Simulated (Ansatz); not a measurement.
## Electronic structure of C2H2N2Si (SMILES N#C[SiH2]C#N) in real space

```yaml
atoms:
  - { symbol: C, position_ang: [-0.6551, 2.2842, -0.9471] }
  - { symbol: C, position_ang: [2.3126, 2.3938, -0.7409] }
  - { symbol: N, position_ang: [-1.5586, 2.3891, -1.6655] }
  - { symbol: N, position_ang: [3.2964, 2.5685, -1.3282] }
  - { symbol: Si, position_ang: [0.7627, 2.1093, 0.2286] }
  - { symbol: H, position_ang: [0.6512, 3.1468, 1.2813] }
  - { symbol: H, position_ang: [0.7759, 0.7302, 0.7716] }
```

Geometry: PBE0-D4/def2-SVP.

Computed with Ansatz, isolated molecule in a Gaussian basis; Kohn-Sham density functional theory, functional PBE0.

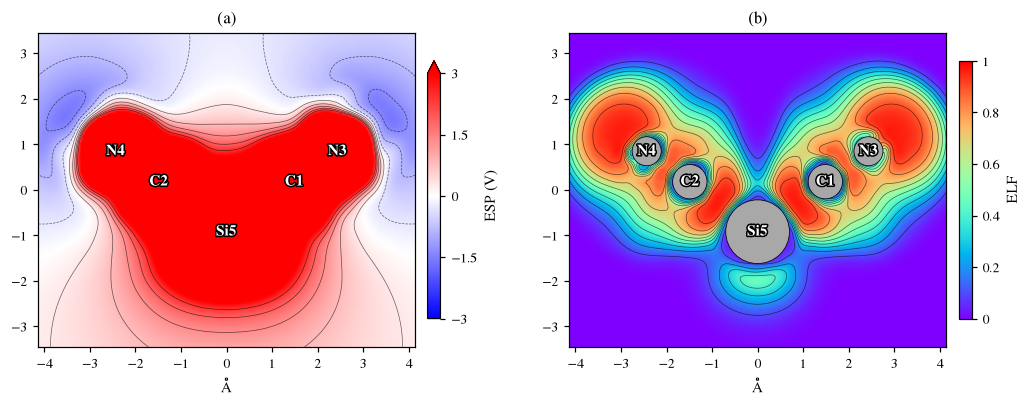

Figure 1. (a) electrostatic potential; (b) ELF on the plane of atoms C1, Si5 and C2. Grey discs cover the atomic cores in the ELF map.

### What do the fields say about this system?

Atoms in the plane: C, N and Si. C–N (1.16 Å): the ELF peaks at about 0.85 between the atoms; a short, multiple covalent bond. C–Si (1.85 Å): the ELF peaks at about 0.95 between the atoms (a covalent bond). The ELF also peaks beside N4 and N3, away from the bonds: lone-pair regions. Outside the dense part of the molecule the potential is most negative (−1.6 V) near N3 and N4.

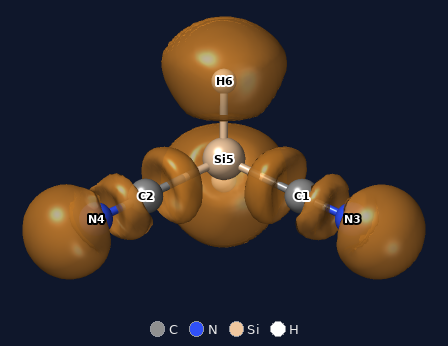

Figure 2. Isosurface of the electron localisation function at 0.8 (orange), seen at an oblique angle. Only the valence region is drawn (cores and ρ < 0.01 e/Å³ removed).

### Where are the electrons localised?

The ELF exceeds this value in two regions between bonded C–N atoms (shared pairs), two regions between bonded C–Si atoms (shared pairs), two regions around hydrogen nuclei and two lobes on N, pointing away from the bonds (lone pairs).

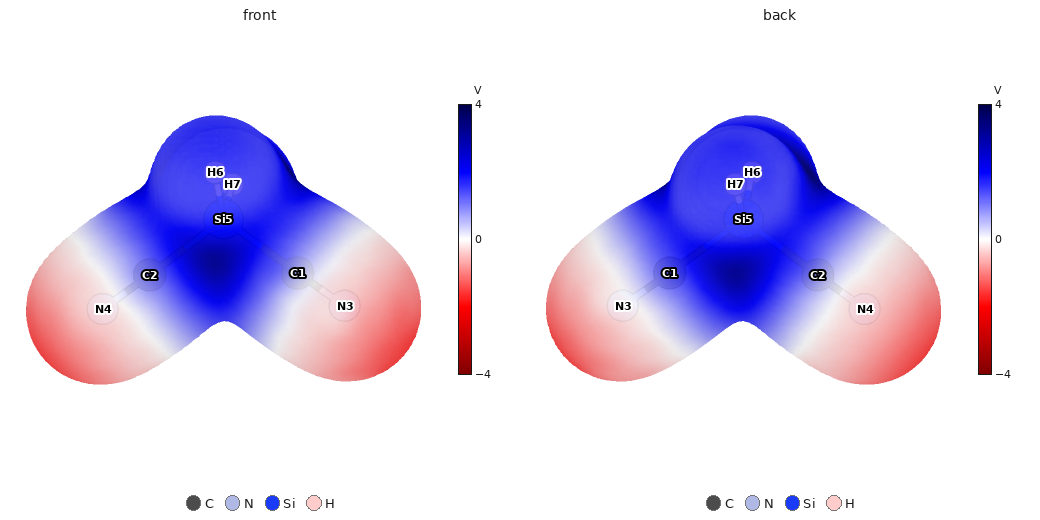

Figure 3. The electrostatic potential painted on the density surface at 0.004 e/bohr³, seen from the front and from behind; red is negative and blue positive.

### Which sites attract a positive test charge, and which a negative one?

A positive charge is drawn to the negative regions and a negative charge to the positive ones. The most negative region (about −1.5 V) lies over N3 and N4, the most positive (about +3.5 V) over Si5.

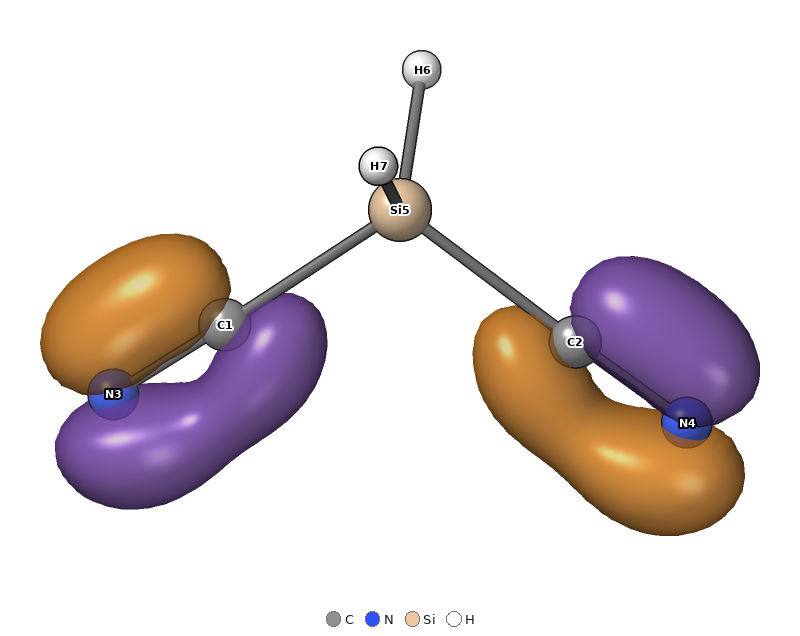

Figure 4. The HOMO−1 at ±0.2 Å⁻³ᐟ² (orange and purple are the two phases), seen at an oblique angle.

### What is the character of this orbital?

By Hirshfeld shares it lies mainly on N4 (about 30 %), N3 (about 30 %), C2 (about 20 %) and C1 (about 20 %). Its energy is −10.47 eV.
